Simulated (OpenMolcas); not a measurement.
**Nb³⁺ complex: multiconfigurational calculation**

- system: Nb³⁺ with 6 ligands (F; octahedron, 1.998 Å), embedded in K2NaGaF6 by model potentials and point charges, whose field is part of the energies.
- method: state-averaged CASSCF, active space 2 electrons in the shell 4d, basis ANO-RCC-VDZP on the metal and ANO-RCC-VDZP on the ligands, DKH2 scalar Hamiltonian, spin-orbit coupling by RASSI with atomic mean-field integrals (OpenMolcas)

### Key numbers

- outcome: converged
- energy of the lowest spin-free term: −4415.43272 hartree
- energy of the lowest spin-orbit level: −4415.43461 hartree
- largest spread among components of a term: 0.0 cm⁻¹
- hardware: 1 thread of Arm Neoverse V2, 24 GiB of memory available, shared host
- wall time: 16 s
- peak memory: 0.38 GiB

### Notes

Without dynamic correlation the splittings between terms come out too large, often by 20 to 50 %. Limits: the geometry is set by hand, with no relaxation.

### Input
```
&GATEWAY
Basis set
Nb.ANO-RCC-VDZP.
Nb1 0.0 0.0 0.0 Angstrom
End of basis
Basis set
F.ANO-RCC-VDZP.
L1 1.998000 0.000000 0.000000 Angstrom
L2 0.000000 1.998000 0.000000 Angstrom
L3 0.000000 0.000000 1.998000 Angstrom
End of basis
Basis set
Na.EMB-AIMP.Barandiaran.6s3p.1s1p.ECP.K2NaGaF6.
PseudoCharge
* 3 symmetry-unique lattice sites within 7.6 angstrom
End of basis
Basis set
K.EMB-AIMP.Barandiaran.0s.0s.ECP.K2NaGaF6.
PseudoCharge
* 16 symmetry-unique lattice sites within 7.6 angstrom
End of basis
Basis set
Na.EMB-AIMP.Barandiaran.0s.0s.ECP.K2NaGaF6.
PseudoCharge
* 4 symmetry-unique lattice sites within 7.6 angstrom
End of basis
Basis set
F.EMB-AIMP.Barandiaran.0s.0s.ECP.K2NaGaF6.
PseudoCharge
* 39 symmetry-unique lattice sites within 7.6 angstrom
End of basis
Basis set
Ga.EMB-AIMP.Barandiaran.0s.0s.ECP.K2NaGaF6.
PseudoCharge
* 6 symmetry-unique lattice sites within 7.6 angstrom
End of basis
Symmetry
XYZ
AngMom=0.0 0.0 0.0
AMFI
RICD
XField
1521 Angstrom 0
* Evjen-weighted lattice charges
&SEWARD
&RASSCF
FileOrb=start.orb
Symmetry=1
Spin=3
nActEl=2 0 0
Inactive=24 24
Ras2=5 0
CIRoot=10 10 1
SDav=10
CIMx=300
Iter=150 100
PrWF=0.3
OrbListing=Nothing
MaxOrb=0
LevShft=1.0
>>> COPY $Project.JobIph JOB001
&RASSCF
FileOrb=start.orb
Symmetry=1
Spin=1
nActEl=2 0 0
Inactive=24 24
Ras2=5 0
CIRoot=15 15 1
SDav=15
CIMx=300
Iter=150 100
PrWF=0.3
OrbListing=Nothing
MaxOrb=0
LevShft=1.0
>>> COPY $Project.JobIph JOB002
&RASSI
NrOfJobIphs=2 10 15
1 2 3 4 5 6 7 8 9 10
1 2 3 4 5 6 7 8 9 10 11 12 13 14 15
IphNames
JOB001
JOB002
EJob
SpinOrbit
DIPRint=1.0
SOCoupling=1000.0
Subsets=2
Property=9
'ANGMOM' 1 'ANGMOM' 2 'ANGMOM' 3 'MLTPL  1' 1 'MLTPL  1' 2 'MLTPL  1' 3
'AMFI' 1 'AMFI' 2 'AMFI' 3
SOProperty=3
'ANGMOM' 1 'ANGMOM' 2 'ANGMOM' 3
```

The file start.orb holds starting orbitals from an earlier step. A driver script formed the levels outside the program, from RASSI's spin-orbit matrix and the active-space energies, averaged over the components of each term or state.

Launched with:
```bash
OMP_NUM_THREADS=1 MOLCAS_MEM=2457 MOLCAS_PROJECT=a pymolcas a.inp > a.log  # once for each step of the input, in one work folder
```

### The program's output (extracts)
```
--- SEWARD ---
Basis set label: NB.ANO-RCC...6S5P3D1F.

      Electronic valence basis set:
      ------------------
      Associated Effective Charge  41.000000 au
      Associated Actual Charge     41.000000 au
      Nuclear Model: Point charge

      Shell  nPrim  nBasis  Cartesian Spherical Contaminant
         s      21       6        X
         p      18       5        X
         d      13       3                 X
         f       6       1                 X
                  Relativistic Douglas-Kroll-Hess integrals:
                    - DKH order of Hamiltonian: 2
                    - DKH order of Properties : 0
                  Atomic mean-field integrals
--- RASSCF ---
Wave function specifications:
      -----------------------------

      Number of closed shell electrons          96
      Number of electrons in active shells       2
      Max number of holes in RAS1 space          0
      Max nr of electrons in RAS3 space          0
      Number of inactive orbitals               48
      Number of active orbitals                  5
      Number of secondary orbitals              98
      Spin quantum number                      1.0
      State symmetry                             1
Orbital specifications:
      -----------------------

      Symmetry species                           1   2
                                                ag  au
      Frozen orbitals                            0   0
      Inactive orbitals                         24  24
      Active orbitals                            5   0
      RAS1 orbitals                              0   0
      RAS2 orbitals                              5   0
      RAS3 orbitals                              0   0
      Secondary orbitals                        46  52
      Deleted orbitals                           0   0
      Number of basis functions                 75  76
      Number of CSFs                            10
      Number of root(s) required                10
      Iter CI   SX   CI       RASSCF       Energy    max ROT     max BLB   max BLB  Level Ln srch  Step   QN
          iter iter root      energy       change     param      element    value   shift minimum  type update
 Nr of preliminary CI iterations:   1
      Total energies have been shifted. Add                -4000.00 au
        1   1   10    0  -414.32870259    0.00E+00  -1.07E-01*  23  58 2 -2.99E-01*  0.63   0.00    SX    NO
        2   1   10    0  -415.19892760   -8.70E-01* -5.56E-02   24  27 1  1.37E-01*  0.68   0.00    SX    NO
        3   1    9    0  -415.28705775   -8.81E-02* -2.12E-02   24  27 1  5.51E-02*  0.73   0.00    SX    NO
        4   1    9    0  -415.30075448   -1.37E-02* -1.06E-02   24  27 1  2.77E-02*  0.74   0.00    SX    NO
        5   1    8    0  -415.30372914   -2.97E-03* -9.45E-03   24  27 1  1.36E-02*  0.75   1.94    LS   YES
        6   1    8    0  -415.30464372   -9.15E-04*  2.83E-03   24  72 1 -2.67E-03*  0.75   1.05    QN   YES
        7   1    7    0  -415.30471664   -7.29E-05*  1.30E-03    7  35 2 -9.50E-04*  0.75   1.46    LS   YES
        8   1    7    0  -415.30472478   -8.14E-06*  6.97E-04    9  37 2 -1.30E-03*  0.75   1.01    QN   YES
        9   1    7    0  -415.30473066   -5.88E-06* -3.24E-04   12  35 2 -1.98E-04*  0.75   1.14    QN   YES
       10   1    6    0  -415.30473111   -4.45E-07* -1.53E-04   24  72 1  6.62E-05   0.75   1.28    QN   YES
       11   1    5    0  -415.30473117   -6.50E-08* -3.31E-05    9  37 2  2.89E-05   0.75   1.22    QN   YES
       12   1    4    0  -415.30473118   -5.82E-09   8.64E-06   12  66 2 -8.26E-06   0.75   2.50    QN   YES
      Convergence after 12 iterations
       13   1    4    0  -415.30473118   -5.47E-10   8.64E-06   21  56 2 -2.43E-06   0.75   2.50    QN   YES
      Natural orbitals and occupation numbers for root  1
      sym 1:   0.010359   0.989641  -0.000000   0.989641   0.010359
      Natural orbitals and occupation numbers for root  2
      sym 1:   0.010361   0.989639   0.989639   0.010361  -0.000000
      Natural orbitals and occupation numbers for root  3
      sym 1:  -0.000000   0.989641   0.010359   0.989641   0.010359
::    RASSCF root number  1 Total energy:  -4415.43272266
::    RASSCF root number  2 Total energy:  -4415.43272266
::    RASSCF root number  3 Total energy:  -4415.43272266
::    RASSCF root number  4 Total energy:  -4415.28870062
::    RASSCF root number  5 Total energy:  -4415.28870062
::    RASSCF root number  6 Total energy:  -4415.28870062
::    RASSCF root number  7 Total energy:  -4415.24870799
::    RASSCF root number  8 Total energy:  -4415.24870799
::    RASSCF root number  9 Total energy:  -4415.24870799
::    RASSCF root number 10 Total energy:  -4415.13691795
--- RASSCF ---
Wave function specifications:
      -----------------------------

      Number of closed shell electrons          96
      Number of electrons in active shells       2
      Max number of holes in RAS1 space          0
      Max nr of electrons in RAS3 space          0
      Number of inactive orbitals               48
      Number of active orbitals                  5
      Number of secondary orbitals              98
      Spin quantum number                      0.0
      State symmetry                             1
Orbital specifications:
      -----------------------

      Symmetry species                           1   2
                                                ag  au
      Frozen orbitals                            0   0
      Inactive orbitals                         24  24
      Active orbitals                            5   0
      RAS1 orbitals                              0   0
      RAS2 orbitals                              5   0
      RAS3 orbitals                              0   0
      Secondary orbitals                        46  52
      Deleted orbitals                           0   0
      Number of basis functions                 75  76
      Number of CSFs                            15
      Number of root(s) required                15
      Iter CI   SX   CI       RASSCF       Energy    max ROT     max BLB   max BLB  Level Ln srch  Step   QN
          iter iter root      energy       change     param      element    value   shift minimum  type update
 Nr of preliminary CI iterations:   1
      Total energies have been shifted. Add                -4000.00 au
        1   1    8    0  -415.25679945    0.00E+00  -5.33E-03   17  29 1 -3.29E-03*  0.74   0.00    SX    NO
        2   1    8    0  -415.25708995   -2.90E-04*  2.74E-03   17  29 1 -2.27E-03*  0.73   0.00    SX    NO
        3   1    8    0  -415.25716164   -7.17E-05*  1.57E-03   17  29 1 -1.24E-03*  0.73   0.00    SX    NO
        4   1    7    0  -415.25718233   -2.07E-05*  8.91E-04   17  29 1 -6.79E-04*  0.73   0.00    SX    NO
        5   1    7    0  -415.25718862   -6.28E-06*  1.12E-03   17  29 1 -3.66E-04*  0.73   2.26    LS   YES
        6   1    6    0  -415.25719145   -2.83E-06*  5.94E-05   10  37 2  6.03E-05   0.73   1.00    QN   YES
        7   1    6    0  -415.25719151   -6.29E-08*  5.57E-05   16  40 1  2.65E-05   0.73   1.41    QN   YES
        8   1    4    0  -415.25719153   -1.72E-08*  3.58E-06   17  29 1  8.40E-06   0.73   1.03    QN   YES
        9   1    4    0  -415.25719153    4.89E-10  -2.51E-06   17  29 1  4.15E-06   0.73   0.10    QN   YES
      Convergence after  9 iterations
       10   1    4    0  -415.25719153   -2.51E-10  -2.51E-06   17  29 1  1.34E-06   0.73   0.10    QN   YES
      Natural orbitals and occupation numbers for root  1
      sym 1:   0.001308   0.000001   0.997846   0.999537   0.001308
      Natural orbitals and occupation numbers for root  2
      sym 1:   1.331588   0.001308   0.333743   0.332052   0.001308
      Natural orbitals and occupation numbers for root  3
      sym 1:   1.012018   0.003194   0.005315   0.979473   0.000000
::    RASSCF root number  1 Total energy:  -4415.38800265
::    RASSCF root number  2 Total energy:  -4415.38800265
::    RASSCF root number  3 Total energy:  -4415.38741758
::    RASSCF root number  4 Total energy:  -4415.38741758
::    RASSCF root number  5 Total energy:  -4415.38741758
::    RASSCF root number  6 Total energy:  -4415.32871891
::    RASSCF root number  7 Total energy:  -4415.23838604
::    RASSCF root number  8 Total energy:  -4415.23838604
::    RASSCF root number  9 Total energy:  -4415.23838604
::    RASSCF root number 10 Total energy:  -4415.22694848
::    RASSCF root number 11 Total energy:  -4415.22694848
::    RASSCF root number 12 Total energy:  -4415.22694848
::    RASSCF root number 13 Total energy:  -4415.08428181
::    RASSCF root number 14 Total energy:  -4415.08428181
::    RASSCF root number 15 Total energy:  -4415.02632879
--- RASSI ---
SPIN-FREE ENERGIES:
  (Shifted by EMIN (a.u.) =      -4415.4327226614)

 SF State       Relative EMIN(au)   Rel lowest level(eV)    D:o, cm**(-1)

     1             0.0000000000        0.0000000000              0.0000
     2             0.0000000000        0.0000000000              0.0000
     3             0.0000000000        0.0000000000              0.0000
    11             0.0447200151        1.2168936042           9814.9088
    12             0.0447200151        1.2168936042           9814.9088
    13             0.0453050847        1.2328141589           9943.3168
    14             0.0453050847        1.2328141589           9943.3168
    15             0.0453050847        1.2328141589           9943.3168
    16             0.1040037499        2.8300862106          22826.1847
     4             0.1440220371        3.9190392781          31609.1835
     5             0.1440220371        3.9190392781          31609.1835
     6             0.1440220371        3.9190392781          31609.1835
     7             0.1840146725        5.0072943273          40386.5524
     8             0.1840146725        5.0072943273          40386.5524
     9             0.1840146725        5.0072943273          40386.5524
    17             0.1943366206        5.2881688438          42651.9582
    18             0.1943366206        5.2881688438          42651.9582
    19             0.1943366206        5.2881688438          42651.9582
    20             0.2057741847        5.5994008191          45162.2133
    21             0.2057741847        5.5994008191          45162.2133
    22             0.2057741847        5.5994008191          45162.2133
    10             0.2958047088        8.0492561834          64921.6294
    23             0.3484408542        9.4815586685          76473.9280
    24             0.3484408542        9.4815586685          76473.9280
    25             0.4063938680       11.0585405109          89193.1444
     Dipole printing threshold changed to   1.00000000E+00
Eigenvalues of complex Hamiltonian:
   -----------------------------------
  (Shifted by EMIN (a.u.) =      -4415.4327226614)

 SO State       Relative EMIN(au)   Rel lowest level(eV)    D:o, cm**(-1)

     1            -0.0018854982        0.0000000002              0.0000
     2            -0.0018854982        0.0000000000              0.0000
     3            -0.0018088458        0.0020858194             16.8233
     4            -0.0018088458        0.0020858193             16.8233
     5            -0.0018088458        0.0020858192             16.8233
     6             0.0015451700        0.0933532379            752.9446
     7             0.0015451700        0.0933532380            752.9446
     8             0.0015451700        0.0933532381            752.9446
     9             0.0030929786        0.1354712551           1092.6494
    10             0.0447271074        1.2683936143          10230.2844
    11             0.0447271074        1.2683936143          10230.2844
    12             0.0452224222        1.2818718187          10338.9935
    13             0.0452224222        1.2818718186          10338.9935
    14             0.0452224222        1.2818718186          10338.9935
    15             0.1039583130        2.8801568279          23230.0314
    16             0.1426717785        3.9336038923          31726.6550
    17             0.1433789820        3.9528478779          31881.8682
    18             0.1433789820        3.9528478783          31881.8682
    19             0.1433789820        3.9528478781          31881.8682
    20             0.1446771097        3.9881717327          32166.7743
    21             0.1446771097        3.9881717330          32166.7743
    22             0.1446771097        3.9881717328          32166.7743
    23             0.1447137762        3.9891694782          32174.8217
    24             0.1447137762        3.9891694786          32174.8217
    25             0.1821820404        5.0087328893          40398.1552
    26             0.1830717187        5.0329422683          40593.4170
    27             0.1830717187        5.0329422686          40593.4170
    28             0.1830717187        5.0329422685          40593.4170
    29             0.1846718571        5.0764842524          40944.6068
    30             0.1846718571        5.0764842525          40944.6068
    31             0.1846718571        5.0764842523          40944.6068
    32             0.1850746234        5.0874440804          41033.0038
    33             0.1850746233        5.0874440801          41033.0038
    34             0.1946765168        5.3487249115          43140.3758
    35             0.1946765168        5.3487249114          43140.3758
    36             0.1946765168        5.3487249114          43140.3758
    37             0.2058671543        5.6532376715          45596.4368
    38             0.2058671543        5.6532376714          45596.4368
    39             0.2058671543        5.6532376714          45596.4368
    40             0.2959919327        8.1056578263          65376.5393
    41             0.2959919327        8.1056578263          65376.5393
Weights of the five most important spin-orbit-free states for each spin-orbit state.

 SO State  Total energy (au)           Spin-free states, spin, and weights
 -------------------------------------------------------------------------------------------------------
    1        -0.001885       3 1.0  0.6073    2 1.0  0.3558    1 1.0  0.0335   12 0.0  0.0023    6 1.0  0.0006
    2        -0.001885       1 1.0  0.6308    2 1.0  0.3086    3 1.0  0.0571   11 0.0  0.0023    4 1.0  0.0006
    3        -0.001809       2 1.0  0.4984    3 1.0  0.4962    1 1.0  0.0030   15 0.0  0.0017   18 0.0  0.0003
    4        -0.001809       1 1.0  0.4988    3 1.0  0.4682    2 1.0  0.0306   14 0.0  0.0012   13 0.0  0.0005
    5        -0.001809       1 1.0  0.4958    2 1.0  0.4685    3 1.0  0.0332   13 0.0  0.0013   14 0.0  0.0005
    6         0.001545       3 1.0  0.4998    2 1.0  0.4998    4 1.0  0.0002    5 1.0  0.0002   20 0.0  0.0001
    7         0.001545       3 1.0  0.4998    1 1.0  0.4998    4 1.0  0.0002    6 1.0  0.0002   21 0.0  0.0001
    8         0.001545       2 1.0  0.4998    1 1.0  0.4998    6 1.0  0.0002    5 1.0  0.0002   22 0.0  0.0001
    9         0.003093       1 1.0  0.3329    2 1.0  0.3329    3 1.0  0.3329   16 0.0  0.0012    7 1.0  0.0001
   10         0.044727      12 0.0  0.9967    3 1.0  0.0017    7 1.0  0.0005    1 1.0  0.0004    2 1.0  0.0004
   11         0.044727      11 0.0  0.9967    2 1.0  0.0013    1 1.0  0.0013    8 1.0  0.0004    9 1.0  0.0004
   12         0.045222      15 0.0  0.9967    3 1.0  0.0009    2 1.0  0.0009    4 1.0  0.0006    5 1.0  0.0006
```

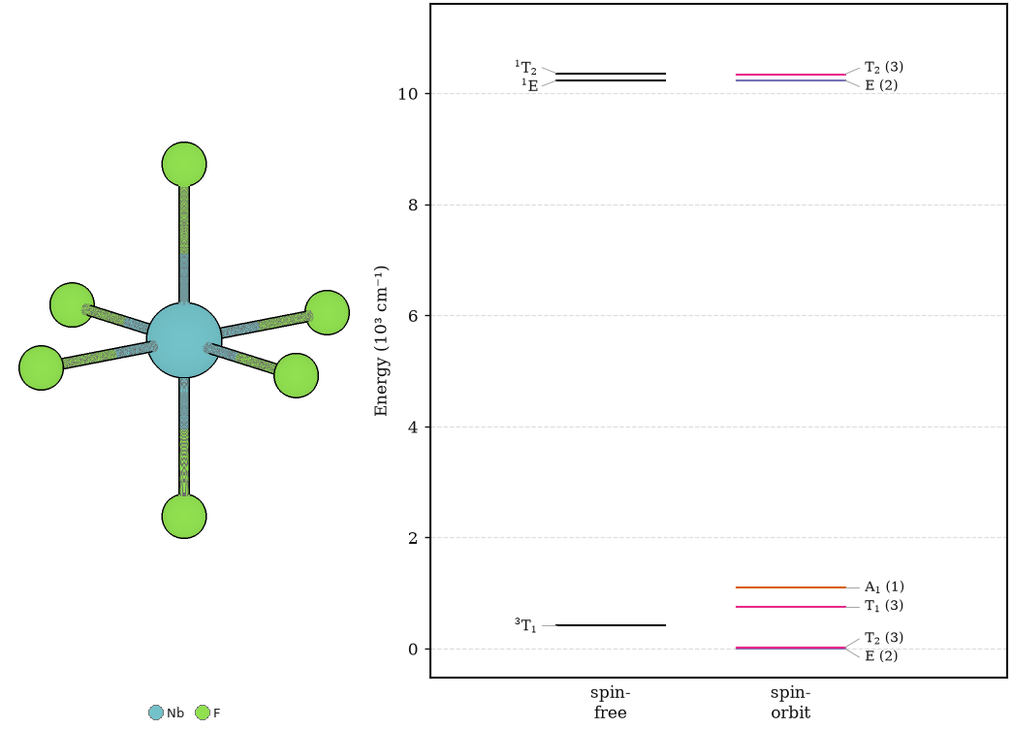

*Nb³⁺ (4d²) as a dopant in K₂NaGaF₆, a cluster with its 6 nearest F⁻ at 1.998 Å (octahedron) embedded in model potentials and point charges; the geometry was set, not optimised, and its levels. Labels give the representation in O, Td, D4 or D3 as the site allows (double group for half-integer spin) where it could be assigned and, in brackets, the degeneracy; spin-free states, where drawn, share the zero of the spin-orbit levels.*

The ground level is E, doubly degenerate, 100 % from states of spin multiplicity 3. Its principal g values are all close to zero. The next level lies at 17 cm⁻¹ (T₂). The lowest spin-free state is ³T₁. A ligand-field fit to the spin-free states gives |10Dq| = 33,200 cm⁻¹, B = 698 and C = 2,680 cm⁻¹ (rms misfit 40 cm⁻¹). The active orbitals hold 81 to 90 % metal character (Löwdin), and the Mulliken charge of the metal is +2.29.
